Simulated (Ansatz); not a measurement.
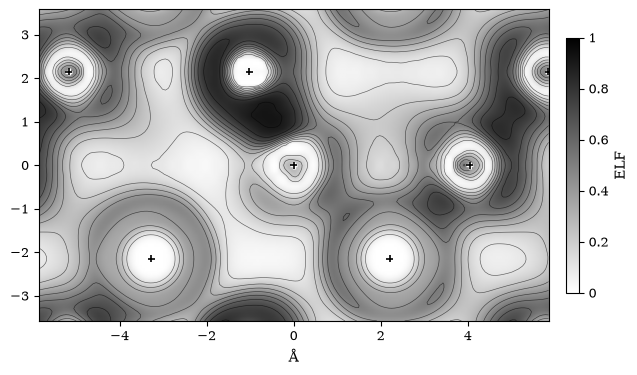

The electron localisation function on a plane through atoms (crosses mark nuclei in the plane).

Computed with DFT PBE, scalar-relativistic, plane waves, PAW in Ansatz.

Candidates:
A. Al$_{3}$Sb$_{2}$P, a = 3.73 Å, b = 3.73 Å, c = 11.01 Å, α = 90.00°, β = 90.00°, γ = 120.00°. Space group P3m1; a structure generated by program, which may or may not match a known phase.
B. Al$_{3}$Ga$_{2}$N$_{5}$, a = 2.93 Å, b = 2.93 Å, c = 35.99 Å, α = 90.00°, β = 90.00°, γ = 120.00°. Space group R-3m; a structure generated by program, which may or may not match a known phase.
C. Zr$_{3}$TiSi$_{8}$, a = 8.60 Å, b = 8.89 Å, c = 5.04 Å, α = 90.00°, β = 90.00°, γ = 90.00°. Space group C222; a structure generated by program, which may or may not match a known phase; computed without spin polarisation.

> Which candidate gave the map?

Candidate A: Al$_{3}$Sb$_{2}$P on the (110) plane of the conventional cell, which holds Al, Sb and P. Al–P (2.38 Å): the ELF peaks at about 0.90 between the atoms. Al–Al (2.81 Å): the ELF peaks at about 0.85 between the atoms.
